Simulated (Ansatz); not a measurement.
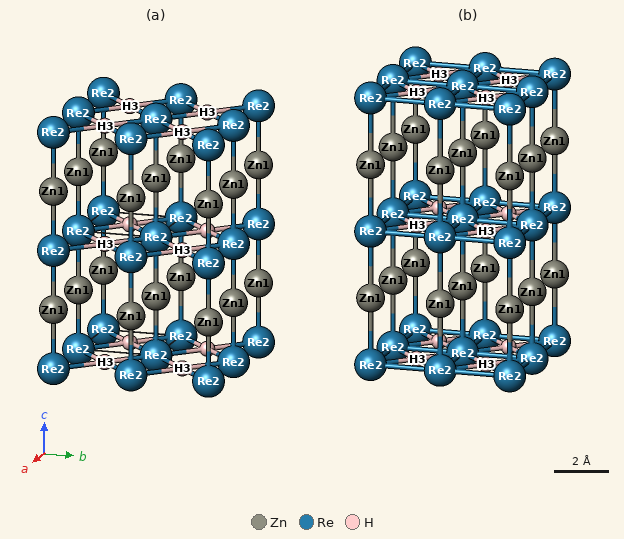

The structure of a crystal of ZnReH (a generated structure, set up in P4/mmm) (coarse preliminary run) before (left) and after (right) a relaxation, at one scale.

Style: ball-and-stick. Shown: the cell of the calculation, repeated 2 × 2 × 2 with one cell outlined, slightly off an axis.

These are results of Ansatz 0.2.0, DFT PBE, scalar-relativistic, plane waves, PAW, not measurements. Settings: plane-wave cutoff 420 eV; k-point mesh 6 × 6 × 4; occupations gaussian; smearing width 0.1 eV; no spin polarisation; cell and atoms relaxed; force threshold 0.04 eV/Å; at most 70 steps.

> Describe what moved and what it gained.

The energy falls by 524 meV per atom in 4 accepted moves (5 points after the start). All forces vanish by symmetry, so only the cell relaxes. The pressure goes from −1.13 to −0.17 GPa. The SCF was repeated once at an unchanged geometry on a basis and grid sized afresh for the cell, which shifted the energy by 0.1 meV per atom at most. The atoms keep their places relative to the cell (all moves are under 0.005 Å). Cell: a = b 3.041 → 2.728 Å (−10.3 %), c 4.558 → 5.145 Å (+12.9 %). Volume −9.1 %. Among the contacts that change: Re2–Re2 3.041 → 2.728 Å, Zn1–Re2 2.279 → 2.572 Å, Re2–H3 2.150 → 1.929 Å. The space group stays P4/mmm (No. 123). The run took 12 s on 1 thread of Arm Neoverse V1 (shared host), peak memory 0.32 GiB.
